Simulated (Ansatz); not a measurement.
**Frequency calculation, with input and output: TiNH3Cl3F**

- system: TiNH3Cl3F
- method: RKS B3LYP-D4/def2-SVP (Ansatz 0.2.0)

It belongs to a series of runs on one base structure; here: vibrations at the highest image of the band. Figures and captions count atoms from 1; the log counts them from 0 in places.

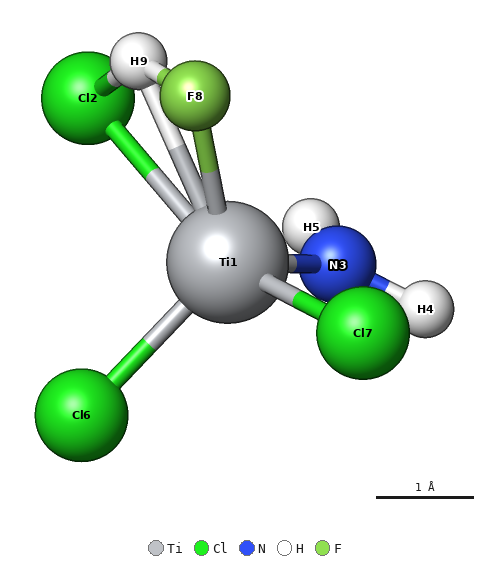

The input geometry (ball-and-stick view, seen at an oblique angle; atoms are numbered from 1 in the order of the input). Sticks mark near contacts.

The input
```yaml
crystal:
  periodic: [false, false, false]
  atoms:
    - { symbol: Ti, position_ang: [-0.336195, 0.020867, -0.24033] }
    - { symbol: Cl, position_ang: [0.048386, 1.208687, 2.062386] }
    - { symbol: "N", position_ang: [1.472131, -0.247007, -0.272126] }
    - { symbol: H, position_ang: [1.966893, -0.81144, -0.960507] }
    - { symbol: H, position_ang: [2.095051, 0.244215, 0.367644] }
    - { symbol: Cl, position_ang: [-0.888793, 1.88878, -1.242371] }
    - { symbol: Cl, position_ang: [-0.9112, -1.542415, -1.663435] }
    - { symbol: F, position_ang: [-1.422205, -0.761481, 1.244481] }
    - { symbol: H, position_ang: [-0.943069, -0.000204, 1.950957] }
basis:
  gaussian: { orbitals: def2-SVP }
hamiltonian:
  xc: b3lyp
  dispersion: d4
phonons: {}
```

Command:
```bash
ansatz run input.yaml --threads 4 --pin off --max-ram 5120MiB --backend cpu --events-out ev --progress --plain --runs-dir out
```

What the program printed
```
Engine: ansatz 0.2.0, aarch64-unknown-linux-gnu
Functional definition: B3LYP
  parameter a0 = 0.2
  parameter ax = 0.72
  parameter ac = 0.81
  exchange = (1 - a0 - ax)*slater_x + ax*b88_x + a0*exact_x
  correlation = (1 - ac)*vwn_rpa_c + ac*lyp_c
1385 factors; integrals over basis functions are off by at most 3.5e-4 eV
mean field evaluation 1: about -64918.0590 eV, gradient 7.2e1 eV
mean field evaluation 2: about -64644.4443 eV, gradient 3.8e2 eV
mean field evaluation 4: about -64924.8366 eV, gradient 4.2e1 eV
mean field evaluation 8: about -64928.8418 eV, gradient 1.9e-1 eV
mean field evaluation 16: about -64928.8787 eV, gradient 3.0e-4 eV
mean field -64928.87869754 eV, -2386.0922817600 hartree, gradient 4.9e-5 eV, S^2 0.000000; 0 other end points of the search recorded, 0 dependent functions left out
the calculation of the forces begins
reference -64928.87906576 eV, -2386.0922952919 hartree; 46, 46 occupied and 82, 82 virtual orbitals, 1385 factors
these checks for a lower state are left out or cut short: stability, starts, cluster_reference, orbital_swaps, neighbouring_geometries, increment
1385 factors; integrals over basis functions are off by at most 3.5e-4 eV
mean field -64928.87853992 eV, -2386.0922759676 hartree, gradient 2.7e-6 eV, S^2 0.000000; 0 other end points of the search recorded, 0 dependent functions left out
[... from here on the field's lines of each further geometry are left out, up to the last ...]
the calculation of the forces begins
reference -64928.87889433 eV, -2386.0922889918 hartree; 46, 46 occupied and 82, 82 virtual orbitals, 1385 factors
these checks for a lower state are left out or cut short: stability, starts, cluster_reference, orbital_swaps, neighbouring_geometries, increment
1385 factors; integrals over basis functions are off by at most 3.5e-4 eV
mean field -64928.87882512 eV, -2386.0922864484 hartree, gradient 1.9e-6 eV, S^2 0.000000; 0 other end points of the search recorded, 0 dependent functions left out
the calculation of the forces begins
reference -64928.87919334 eV, -2386.0922999803 hartree; 46, 46 occupied and 82, 82 virtual orbitals, 1385 factors
WARN: phonons: modes at or below zero, which the zero-point energy, F, S and C_V leave out: 1, the lowest at -416.48 cm⁻¹. A minimum has none, and a first-order saddle one
Total energy: -64929.38379679 eV, -2386.1108438151 hartree
Atom 0 at    -0.336195     0.020867    -0.240330 Å, force     0.009919     0.002806    -0.006784 eV/Å
Atom 1 at     0.048386     1.208687     2.062386 Å, force     0.003472     0.001140    -0.001562 eV/Å
Atom 2 at     1.472131    -0.247007    -0.272126 Å, force     0.002700     0.007519     0.004686 eV/Å
Atom 3 at     1.966893    -0.811440    -0.960507 Å, force    -0.004131    -0.001288    -0.002503 eV/Å
Atom 4 at     2.095051     0.244215     0.367644 Å, force     0.001695    -0.001366    -0.001759 eV/Å
Atom 5 at    -0.888793     1.888780    -1.242371 Å, force    -0.000222    -0.000400     0.000523 eV/Å
Atom 6 at    -0.911200    -1.542415    -1.663435 Å, force     0.000309    -0.001442     0.000616 eV/Å
Atom 7 at    -1.422205    -0.761481     1.244481 Å, force    -0.005399     0.004818     0.016014 eV/Å
Atom 8 at    -0.943069    -0.000204     1.950957 Å, force    -0.008343    -0.011787    -0.009231 eV/Å
Dipole moment:     0.484393    -0.216784    -0.018118 e Å
Vibrations: -416.48 51.91 117.72 129.97 152.75 172.75 217.33 284.65 310.96 432.64 439.66 471.13 488.04 577.76 740.44 884.66 897.62 1429.20 1448.04 3519.63 3639.42 cm⁻¹, zero-point energy 1.017058 eV
```

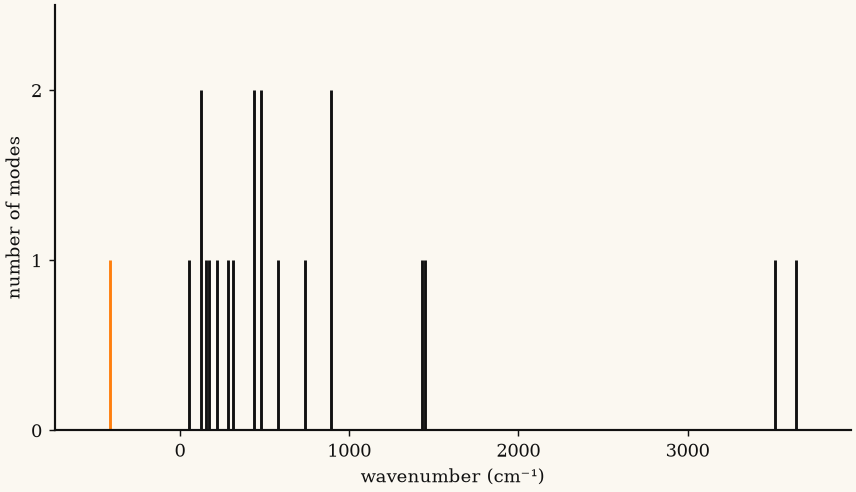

Harmonic vibrational wavenumbers from the force constants; neighbouring modes closer than 18 cm⁻¹ are counted in one stick, and imaginary ones are drawn at negative wavenumbers. 21 modes from 416i to 3639 cm⁻¹, 1 imaginary beyond 8i (416i cm⁻¹): a first-order saddle point, if the geometry is stationary.

Results in brief

| quantity | value |
| --- | --- |
| outcome | converged |
| total energy | −64929.3838 eV |
| mean-field energy | −64928.8791 eV |
| largest force (length of the vector) | 0.018 eV/Å |
| hardware | 4 threads of Arm Neoverse V1, 24 GiB of memory available, shared host |
| wall time | 1.9 min (CPU time 6.9 min) |
| peak memory | 0.39 GiB |
